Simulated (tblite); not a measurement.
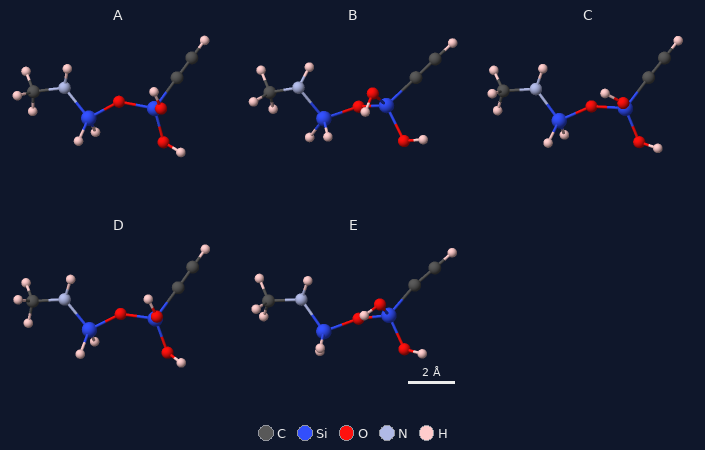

5 geometries from one relaxation of C3H9NO3Si2, in shuffled order. A ball-and-stick model, seen at a tilt.

All numbers below come from GFN2-xTB geometry optimisation, gas phase (tblite). 

Order the frames from highest to lowest energy.

B, E, C, D, A. They are steps 0, 18, 49, 89, 168, at +1.380 eV, +0.187 eV, +0.083 eV, +0.016 eV relative to the last. An H atom moves most after the best rigid fit: 1.47 Å. By element the largest moves are H 1.47 Å, O 1.31 Å, N 0.56 Å, Si 0.45 Å, C 0.39 Å. Among the contacts that change: O–Si 1.738 → 1.619 Å, O–Si 1.715 → 1.630 Å, N–Si 1.788 → 1.711 Å, O–Si 1.699 → 1.623 Å. Among the angles between lasting bonds that change: Si–O–Si 114.9° → 141.0°, Si–N–C 108.7° → 122.6°, Si–O–H 106.9° → 119.4°. Groups turn about O–Si by about 135°, O–Si by about 95°, O–Si by about 80°. Over 168 geometry steps the energy falls by 1.380 eV. The run took 1.6 s on 1 thread of Arm Neoverse V1 (shared host).
